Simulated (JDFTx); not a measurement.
Ta(100) slab cut from bulk Ta (space group Im-3m, indices of the conventional cell, lattice of the Materials Project entry mp-50, not re-optimised): 6 atoms in 6 planes, a 1x1 cell of 10.96 Å² (|a| = 3.310, |b| = 3.310 Å), 8.0 Å between the outermost planes, cell height 24.3 Å, 6×6×1 k mesh, Fermi smearing 0.01 Ha, no spin polarisation.

Level of theory: PBE, GBRV ultrasoft potentials, plane waves to 20/100 Ha; code: JDFTx (a modified build). Liquid on both sides: CANDLE, water, 1 M KF; nuclei fixed, outer atoms relaxed in vacuum. SHE scale: U = −μ/e − 4.44 V, by convention. This is a symmetric, unreconstructed model surface, and the continuum liquid cannot react with it. Convergence in thickness and k mesh wasn't tested for this slab.

Farther out the cavity gives way and the charge runs off; such runs are left out, and the outermost points shown may already feel it.

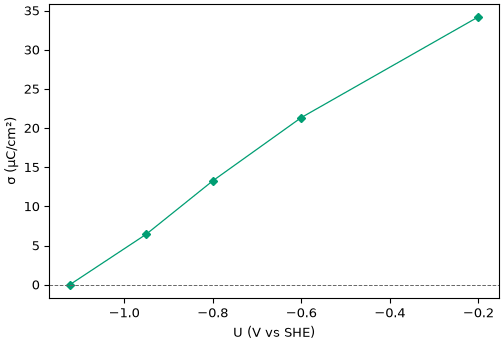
Fig. 1. Surface charge density of Ta(100) against potential

Question: Read off the potential of zero charge and the mean capacitance σ/(U − U_pzc) at the computed point just above it.

Answer: U_pzc ≈ -1.12 V. At -0.95 V it is about 37 μF/cm².
